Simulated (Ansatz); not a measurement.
# Ir2Ru: one candidate of a structure search

The task: take a trial cell of Ir2Ru to zero force and stress, then test the end with a random kick.

Program: Ansatz 0.2.0. Level of theory: DFT PBE, scalar-relativistic, plane waves, PAW. These are calculated values, not measurements.

## (1) The structure to begin with

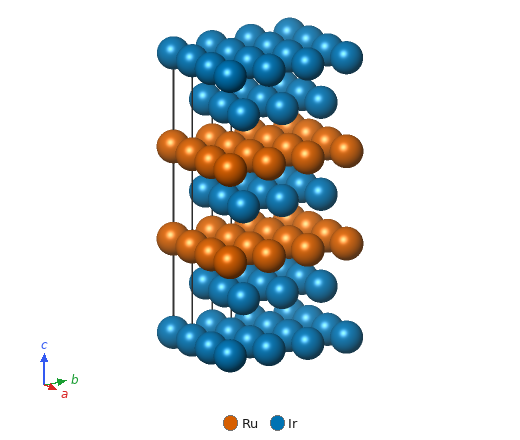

The starting structure, seen slightly off an axis (ruthenium orange, iridium blue). 3×3×1 cells are drawn. Atoms on the faces are drawn again on the opposite ones.

Coordinates:

```xyz
6
Lattice="2.7421 0.0000 0.0000 -1.3710 2.3747 0.0000 0.0000 0.0000 13.1556" Properties=species:S:1:pos:R:3 pbc="T T T"
Ru    0.0000    0.0000    8.7511
Ru    0.0000    0.0000    4.4045
Ir    0.0000    0.0000    0.0000
Ir    0.0000    1.5831   10.9073
Ir    0.0000    1.5831    2.2484
Ir    0.0000    1.5831    6.5778
```

The start is the relaxed end of an invented cell (made as: elements ordered on the sites of the Cd type, Ru/Ir on Cd (P-6m2, No. 187)), taken up again for a closer look.

## (2) A first look at the guess

The input, input.yaml:

```yaml
crystal:
  lattice:
    - [2.7420893, 0.0, 0.0]
    - [-1.3710447, 2.374719, 0.0]
    - [0.0, 0.0, 13.1556345]
  atoms:
    - { symbol: Ru, position: [0.0, 0.0, 0.665199] }
    - { symbol: Ru, position: [0.0, 0.0, 0.334801] }
    - { symbol: Ir, position: [0.0, 0.0, 0.0] }
    - { symbol: Ir, position: [0.3333333, 0.6666667, 0.829096] }
    - { symbol: Ir, position: [0.3333333, 0.6666667, 0.170904] }
    - { symbol: Ir, position: [0.3333333, 0.6666667, 0.5] }
basis:
  ecutwfc: 420
kpoints:
  mp_grid: { grid: [6, 6, 2] }
hamiltonian:
  xc: pbe
scf:
  occupations: { method: gaussian, width: 0.1 }
  lower_state_search: "off"
output:
  forces: true
  stress: true
  eigenvalues: true
```

Started as:

```bash
$ ansatz run input.yaml --threads 4 --pin off --max-ram 8192MiB --backend cpu --events-out ev --progress --plain --runs-dir out
```

The program printed, shortened:

```text
[...]
SCF converged after 8 iterations
Free energy (F): -59498.419025 eV
[...]
E sigma→0 (E₀):  -59498.398274 eV
Entropy (-TS):   -0.041501 eV (-6.917 meV/atom)
Fermi energy:    24.405830 eV
[...]
--- Forces (eV/Å), atoms counted from 1 ---
  atom   1  Ru    -0.00000000     0.00000000     0.01053800
  atom   2  Ru    -0.00000000     0.00000000    -0.01053800
  atom   3  Ir    -0.00000000     0.00000000    -0.00000000
  atom   4  Ir     0.00000000    -0.00000000     0.04239698
  atom   5  Ir     0.00000000    -0.00000000    -0.04239698
  atom   6  Ir     0.00000000    -0.00000000     0.00000000
[...]
--- Stress (GPa, compression-positive) ---
        3.087790      -0.000000       0.000000
       -0.000000       3.087790       0.000000
        0.000000       0.000000      -3.492028
  P = ⅓ Tr σ = 0.8945 GPa (8.945 kbar)
--- Band table (eV; the first three rows and the last of 14) ---
[...]
```

It took 1.3 s on 4 threads of Intel Xeon 6975P-C (Granite Rapids), shared host; peak memory 0.47 GiB.

From the probe: pressure 0.9 GPa, largest force 0.04 eV/Å, gap on this mesh none (metal). The coarse relaxation is skipped.

## (3) Spin check on a coarse mesh

The input, input.yaml:

```yaml
crystal:
  lattice:
    - [2.7420893, 0.0, 0.0]
    - [-1.3710447, 2.374719, 0.0]
    - [0.0, 0.0, 13.1556345]
  atoms:
    - { symbol: Ru, position: [0.0, 0.0, 0.665199], spin: 1.0 }
    - { symbol: Ru, position: [0.0, 0.0, 0.334801], spin: 1.0 }
    - { symbol: Ir, position: [0.0, 0.0, 0.0], spin: 1.0 }
    - { symbol: Ir, position: [0.3333333, 0.6666667, 0.829096], spin: 1.0 }
    - { symbol: Ir, position: [0.3333333, 0.6666667, 0.170904], spin: 1.0 }
    - { symbol: Ir, position: [0.3333333, 0.6666667, 0.5], spin: 1.0 }
basis:
  ecutwfc: 420
kpoints:
  mp_grid: { grid: [6, 6, 2] }
hamiltonian:
  xc: pbe
scf:
  occupations: { method: gaussian, width: 0.1 }
  lower_state_search: "off"
output:
  forces: true
  stress: true
  eigenvalues: true
  populations: true
magnetization:
  spin_polarized: true
```

Started as:

```bash
$ ansatz run input.yaml --threads 4 --pin off --max-ram 8192MiB --backend cpu --events-out ev --progress --plain --runs-dir out
```

The program printed, shortened:

```text
[...]
SCF converged after 21 iterations
Magnetization: -0.0000 μB (50.0000 up, 50.0000 down)
Absolute magnetization: 0.0000 μB (∫|ρ↑−ρ↓|, with the PAW one-centre terms)
Spin contamination: 0.0000 ħ² per cell (⟨S²⟩ above its minimum at these occupations)
Per-site moments (μB) at R_I (Å): [(1.923147663931388e-7, 1.1034213951090652), (1.923147663930814e-7, 1.103421395109065), (-2.782518747703096e-6, 1.131111837858634), (2.3771945284616596e-6, 1.1034213951090652), (2.3771945284534675e-6, 1.103421395109065), (-6.232717906674945e-6, 1.1091245189215229)]
Free energy (F): -59498.419025 eV
[...]
E sigma→0 (E₀):  -59498.398275 eV
Entropy (-TS):   -0.041500 eV (-6.917 meV/atom)
Fermi energy:    24.405835 eV
[...]
--- Forces (eV/Å), atoms counted from 1 ---
  atom   1  Ru     0.00000000     0.00000000     0.01054790
  atom   2  Ru     0.00000000     0.00000000    -0.01054790
  atom   3  Ir     0.00000000     0.00000000    -0.00000000
  atom   4  Ir     0.00000000    -0.00000000     0.04240887
  atom   5  Ir     0.00000000    -0.00000000    -0.04240887
  atom   6  Ir     0.00000000    -0.00000000     0.00000000
[...]
--- Stress (GPa, compression-positive) ---
        3.087865       0.000000       0.000000
       -0.000000       3.087865       0.000000
        0.000000       0.000000      -3.491999
  P = ⅓ Tr σ = 0.8946 GPa (8.946 kbar)
--- Band table (eV; the first three rows and the last of 28) ---
[...]
--- Löwdin populations: 6 sites ---
  site symbol       q [e]    m [muB]
     0     Ru     16.0016     0.0000
     1     Ru     16.0016     0.0000
     2     Ir     16.8310    -0.0000
     3     Ir     16.7502     0.0000
     4     Ir     16.7502     0.0000
     5     Ir     16.7197    -0.0000
  spilling = 0.009459 (of n_electrons = 100.000000)
```

It took 5.8 s on 4 threads of Intel Xeon 6975P-C (Granite Rapids), shared host; peak memory 0.53 GiB.

Per atom:

```csv
atom,Löwdin electrons
Ru1,16.00
Ru2,16.00
Ir3,16.83
Ir4,16.75
Ir5,16.75
Ir6,16.72
```

The Löwdin counts miss 0.95 of the 100 electrons, which the atomic orbitals do not span, so they are no charges.

The same cell is solved with trial moments on Ir and Ru. The largest site moment that stays is 0.00 μB and the cell's total 0.00 μB. The workflow keeps spin only above 0.25 μB on a site, so the next run goes without spin.

## (4) Relaxation on the finer mesh

The input, input.yaml:

```yaml
crystal:
  lattice:
    - [2.7420893, 0.0, 0.0]
    - [-1.3710447, 2.374719, 0.0]
    - [0.0, 0.0, 13.1556345]
  atoms:
    - { symbol: Ru, position: [0.0, 0.0, 0.665199] }
    - { symbol: Ru, position: [0.0, 0.0, 0.334801] }
    - { symbol: Ir, position: [0.0, 0.0, 0.0] }
    - { symbol: Ir, position: [0.3333333, 0.6666667, 0.829096] }
    - { symbol: Ir, position: [0.3333333, 0.6666667, 0.170904] }
    - { symbol: Ir, position: [0.3333333, 0.6666667, 0.5] }
basis:
  ecutwfc: 420
kpoints:
  mp_grid: { grid: [18, 18, 4] }
hamiltonian:
  xc: pbe
scf:
  occupations: { method: gaussian, width: 0.1 }
output:
  forces: true
  stress: true
  eigenvalues: true
relax:
  adjacent_minimum: "off"
  f_tol: 0.01
  max_steps: 80
  cell: { stress_tol: 0.05 }
```

Started as:

```bash
$ ansatz run input.yaml --threads 4 --pin off --max-ram 8192MiB --backend cpu --events-out ev --progress --plain --runs-dir out
```

The program printed, shortened:

```text
Warning: RAYON_NUM_THREADS=4 ignored (pool sized by the plan → 4); use --threads N
[...]
Pseudopotentials: kind: paw
Pseudopotential: Ru, paw, valence charge 16, recommended cutoff 420 eV (normal), Ru.paw.azcp
Pseudopotential: Ir, paw, valence charge 17, recommended cutoff 420 eV (normal), Ir.paw.azcp
Functional definition: PBE
[...]
Crystal: 6 atoms, lattice volume = 85.665 Å³
Basis set: ecut = 420 eV, 1681 PW (Γ), exchange–correlation on 40×40×180 points (8 copies of the dense FFT grid, shifted against one another)
Bands: 60, of which v1, the nominal top of the filled ones, is band 50 counted from 1 (49 counted from 0)
Symmetry: 12 space group operations
Space group: P-6m2 (ITA 187), of the structure as read, at distance tolerance 4.4e-5 Å
k-points: 111 of 1296 (time reversal used)
[...]
        0.000000       0.006514       0.000000
        0.000000       0.000000       0.002708
  P = ⅓ Tr σ = 0.0052 GPa (0.052 kbar)
--- Band table (eV; the first three rows and the last of 111) ---
[...]
--- Relaxed structure (1 steps of the walk, 1 accepted, 1 SCFs on fresh bases) ---
  F+E_penalty+E_count = -59498.64587463 eV   max|allowed force component| = 1.481e-3 eV/Å   (the final SCF, on the basis selected at the relaxed cell)
  cell:  # Å, volume = 85.6654 Å³
    - [2.7420893038997187, 2.886751339006281e-8, 0.0]
    - [-1.3710446769498594, 2.3747189821889876, 0.0]
    - [0.0, 0.0, 13.1556345]
  atoms:
    - { symbol: Ru, position: [9.251858648833721e-17, 3.700743194835692e-17, 0.665199] }
    - { symbol: Ru, position: [9.251858648833721e-17, 3.700743194835692e-17, 0.33480099999999996] }
    - { symbol: Ir, position: [9.251858648833721e-17, 3.700743194835692e-17, 0.0] }
    - { symbol: Ir, position: [0.3333333333333334, 0.6666666666666667, 0.829096] }
    - { symbol: Ir, position: [0.3333333333333334, 0.6666666666666667, 0.170904] }
    - { symbol: Ir, position: [0.3333333333333334, 0.6666666666666667, 0.5] }
```

Run time: 18 s. Hardware: 4 threads of Intel Xeon 6975P-C (Granite Rapids), shared host; peak memory 0.76 GiB.

Step by step:

| step | E - E(step 1) (eV/cell) | largest force component (eV/Å) | pressure (GPa) | volume (Å³) |
| --- | --- | --- | --- | --- |
| 1 | 0.0000 | 0.0015 | 0.01 | 85.67 |
| 2 | 0.0000 | 0.0015 | 0.01 | 85.67 |

Step 1 is the start. Step 2 repeats the geometry before it on a plane-wave basis chosen anew for that cell, so its energy need not be comparable with the rows above.

|  | before | after | change |
| --- | --- | --- | --- |
| a (Å) | 2.742 | 2.742 | 0.0 % |
| b (Å) | 2.742 | 2.742 | 0.0 % |
| c (Å) | 13.156 | 13.156 | 0.0 % |
| volume (Å³/atom) | 14.28 | 14.28 | 0.0 % |
| shortest distance (Å) | 2.675 | 2.675 | 0.0 % |
| space group (0.01 Å) | P-6m2 | P-6m2 | same |

Forces and stress were held to the start's 12 operations: a distortion of lower symmetry was not tested.

## (5) Changing settings: preconditioner resta

input.yaml, as its differences from that of step 4:

```diff
@@ -20,6 +20,7 @@
   occupations: { method: gaussian, width: 0.1 }
+  mixing: { preconditioner: resta }
 output:
   forces: true
+  eigenvalues: true
   stress: true
-  eigenvalues: true
 relax:
```

Started as:

```bash
$ ansatz run input.yaml --threads 4 --pin off --max-ram 8192MiB --backend cpu --events-out ev --progress --plain --runs-dir out
```

The program printed, shortened:

```text
Warning: RAYON_NUM_THREADS=4 ignored (pool sized by the plan → 4); use --threads N
[...]
Pseudopotentials: kind: paw
Pseudopotential: Ru, paw, valence charge 16, recommended cutoff 420 eV (normal), Ru.paw.azcp
Pseudopotential: Ir, paw, valence charge 17, recommended cutoff 420 eV (normal), Ir.paw.azcp
Functional definition: PBE
[...]
Crystal: 6 atoms, lattice volume = 85.665 Å³
Basis set: ecut = 420 eV, 1681 PW (Γ), exchange–correlation on 40×40×180 points (8 copies of the dense FFT grid, shifted against one another)
Bands: 60, of which v1, the nominal top of the filled ones, is band 50 counted from 1 (49 counted from 0)
Symmetry: 12 space group operations
Space group: P-6m2 (ITA 187), of the structure as read, at distance tolerance 4.4e-5 Å
k-points: 111 of 1296 (time reversal used)
[...]
        0.000000       0.006514       0.000000
        0.000000       0.000000       0.002711
  P = ⅓ Tr σ = 0.0052 GPa (0.052 kbar)
--- Band table (eV; the first three rows and the last of 111) ---
[...]
--- Relaxed structure (1 steps of the walk, 1 accepted, 1 SCFs on fresh bases) ---
  F+E_penalty+E_count = -59498.64587463 eV   max|allowed force component| = 1.482e-3 eV/Å   (the final SCF, on the basis selected at the relaxed cell)
  cell:  # Å, volume = 85.6654 Å³
    - [2.7420893038997187, 2.886751339006281e-8, 0.0]
    - [-1.3710446769498594, 2.3747189821889876, 0.0]
    - [0.0, 0.0, 13.1556345]
  atoms:
    - { symbol: Ru, position: [9.251858648833721e-17, 3.700743194835692e-17, 0.665199] }
    - { symbol: Ru, position: [9.251858648833721e-17, 3.700743194835692e-17, 0.33480099999999996] }
    - { symbol: Ir, position: [9.251858648833721e-17, 3.700743194835692e-17, 0.0] }
    - { symbol: Ir, position: [0.3333333333333334, 0.6666666666666667, 0.829096] }
    - { symbol: Ir, position: [0.3333333333333334, 0.6666666666666667, 0.170904] }
    - { symbol: Ir, position: [0.3333333333333334, 0.6666666666666667, 0.5] }
```

Run time: 16 s. Hardware: 4 threads of Intel Xeon 6975P-C (Granite Rapids), shared host; peak memory 0.76 GiB.

```csv
run,ending,energy change,pressure (GPa),gap (eV),force (eV/Å),cycles,time
step 4,converged,0,0.0,0.00,0.00,-,18 s
variant,converged,0.0 meV/atom,0.0,0.00,0.00,-,16 s
```

The changed mixing doesn't alter the result here (within 0.5 meV/atom).

## (6) Reference for the kick test

The input, input.yaml:

```yaml
crystal:
  lattice:
    - [2.7420893039, 2.89e-08, 0.0]
    - [-5.0e-08, 4.7494379932, 0.0]
    - [0.0, 0.0, 13.1556345]
  atoms:
    - { symbol: Ru, position: [0.0, 0.0, 0.665199] }
    - { symbol: Ru, position: [0.5, 0.5, 0.665199] }
    - { symbol: Ru, position: [0.0, 0.0, 0.334801] }
    - { symbol: Ru, position: [0.5, 0.5, 0.334801] }
    - { symbol: Ir, position: [0.0, 0.0, 0.0] }
    - { symbol: Ir, position: [0.5, 0.5, 0.0] }
    - { symbol: Ir, position: [0.0, 0.3333333333, 0.829096] }
    - { symbol: Ir, position: [0.5, 0.8333333333, 0.829096] }
    - { symbol: Ir, position: [0.0, 0.3333333333, 0.170904] }
    - { symbol: Ir, position: [0.5, 0.8333333333, 0.170904] }
    - { symbol: Ir, position: [0.0, 0.3333333333, 0.5] }
    - { symbol: Ir, position: [0.5, 0.8333333333, 0.5] }
basis:
  ecutwfc: 420
kpoints:
  mp_grid: { grid: [8, 6, 2] }
hamiltonian:
  xc: pbe
scf:
  occupations: { method: gaussian, width: 0.2 }
  lower_state_search: "off"
output:
  forces: true
  stress: true
  eigenvalues: true
```

Started as:

```bash
$ ansatz run input.yaml --threads 4 --pin off --max-ram 8192MiB --backend cpu --events-out ev --progress --plain --runs-dir out
```

The program printed, shortened:

```text
[...]
SCF converged after 7 iterations
Free energy (F): -118997.355043 eV
[...]
E sigma→0 (E₀):  -118997.223466 eV
Entropy (-TS):   -0.263153 eV (-21.929 meV/atom)
Fermi energy:    24.527143 eV
[...]
--- Forces (eV/Å), atoms counted from 1 ---
  atom   1  Ru     0.00000000    -0.03705552    -0.02692264
  atom   2  Ru     0.00000000    -0.03705552    -0.02692264
  atom   3  Ru     0.00000000    -0.03705552     0.02692264
  atom   4  Ru     0.00000000    -0.03705552     0.02692264
  atom   5  Ir     0.00000000    -0.03485715    -0.00000000
  atom   6  Ir     0.00000000    -0.03485715    -0.00000000
  atom   7  Ir    -0.00000000     0.03753308     0.02499561
  atom   8  Ir    -0.00000000     0.03753308     0.02499561
[...]
--- Stress (GPa, compression-positive) ---
        0.008250      -0.000000       0.000000
       -0.000000       0.722799       0.000000
        0.000000       0.000000       0.123746
  P = ⅓ Tr σ = 0.2849 GPa (2.849 kbar)
--- Band table (eV; the first three rows and the last of 40) ---
[...]
```

It took 9.3 s on 4 threads of Intel Xeon 6975P-C (Granite Rapids), shared host; peak memory 1.1 GiB.

The cell holds 12 atoms, 2 times the relaxed one.

(Part 1 of 2 ends here.)
